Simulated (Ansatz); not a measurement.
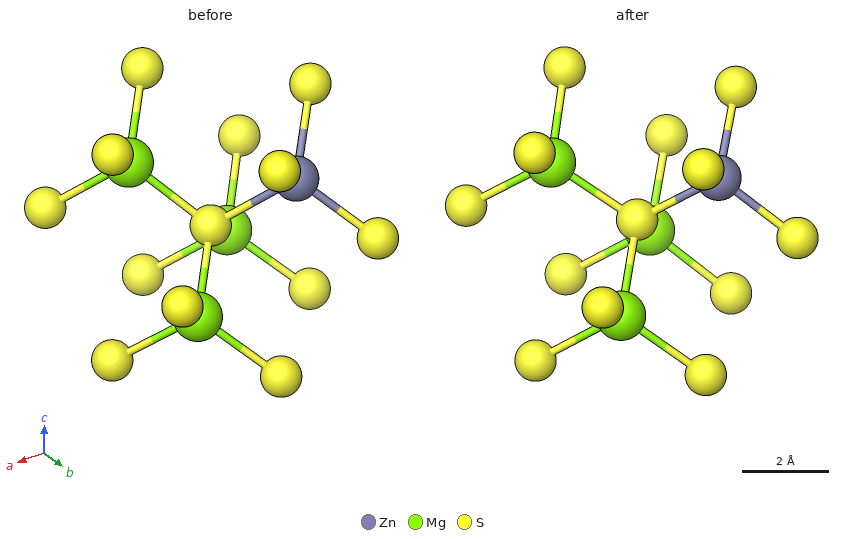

The structure of crystalline Zn8Mg24S32 (a generated structure, set up in P1) before (left) and after (right) a relaxation, at one scale.

Style: ball-and-stick. Shown: the atoms within 4.2 Å of the atom that moves most (axes of the cell of the calculation (origin shifted)), from a free direction.

The calculation used Ansatz, DFT, PBEsol, PAW, plane waves. Settings: plane-wave cutoff 420 eV; k-point mesh 1 × 1 × 1; mesh shifted by (0.25, 0.25, 0.25); no spin polarisation; cell relaxed at fixed shape; force threshold 0.03 eV/Å; at most 80 steps.

### What changed between the two?

After 4 geometry steps the energy has fallen by 19.6 meV per atom. The largest force component goes from 0.93 to 0.0043 eV/Å. The pressure goes from 0.15 to 0.00 GPa. The atom that moves furthest is an S atom (0.18 Å along [−2 1 3]). Largest moves by element: S 0.18 Å, Mg 0.11 Å, Zn 0.09 Å. The cell stays as it was. Some distances before and after: S–Zn 2.507 → 2.334 Å, S–Zn 2.427 → 2.352 Å, S–Zn 2.407 → 2.331 Å, Mg–S 2.367 → 2.438 Å. Among the angles between lasting bonds that change: Mg–S–Mg 114.0° → 106.7°, Zn–S–Mg 106.2° → 112.1°, S–Mg–S 106.4° → 112.1°. The space group stays P1 (No. 1).
